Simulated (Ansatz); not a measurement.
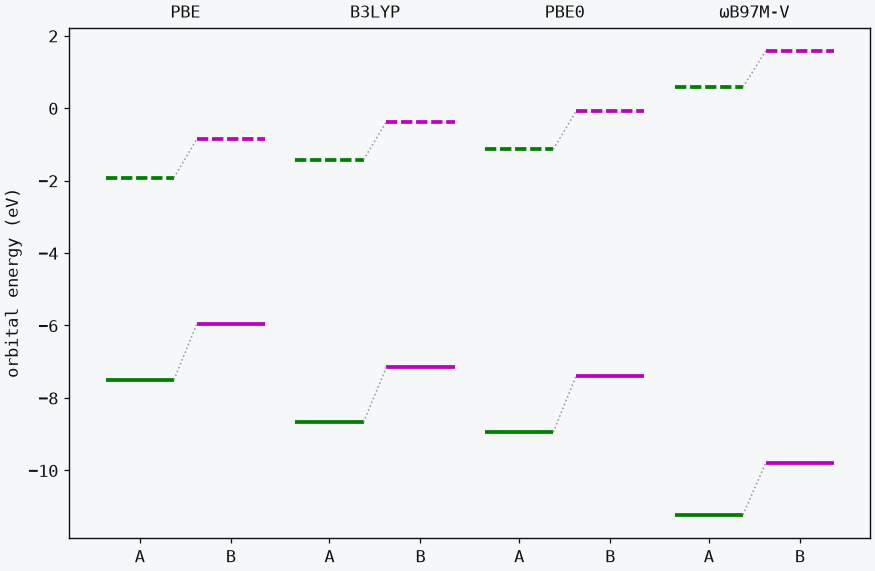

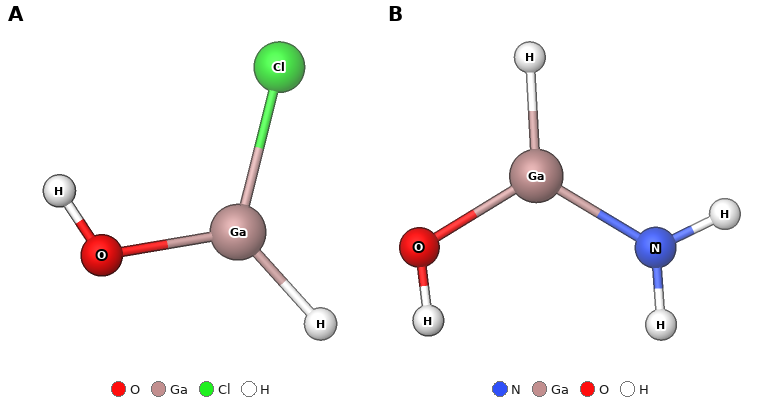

One change: A, GaH₂OCl (SMILES [OH][GaH][Cl]), becomes B, GaNH₄O (SMILES [NH2][GaH][OH]). Cl on Ga is replaced by NH₂. HOMO (solid) and LUMO (dashed) computed in def2-TZVPP at PBE0-D4/def2-TZVP geometries, both minima by their frequencies, gas phase, the Ansatz code 0.2.0. Empty levels above zero depend strongly on the basis.

What does the change do to HOMO and LUMO?

Answer. PBE: the HOMO rises by 1.53 eV, the LUMO rises by 1.06 eV, and the separation goes from 5.58 to 5.11 eV. B3LYP: the HOMO rises by 1.52 eV, the LUMO rises by 1.05 eV, and the separation goes from 7.25 to 6.78 eV. PBE0: the HOMO rises by 1.55 eV, the LUMO rises by 1.05 eV, and the separation goes from 7.81 to 7.31 eV. ωB97M-V: the HOMO rises by 1.43 eV, the LUMO rises by 1.00 eV, and the separation goes from 11.81 to 11.38 eV.

Do the functionals agree on the effect?

Answer. They agree on the direction for both levels; the HOMO shift lies between 1.43 and 1.55 eV and the LUMO shift between 1.00 and 1.06 eV, while the separations themselves differ by up to 6.3 eV between functionals.
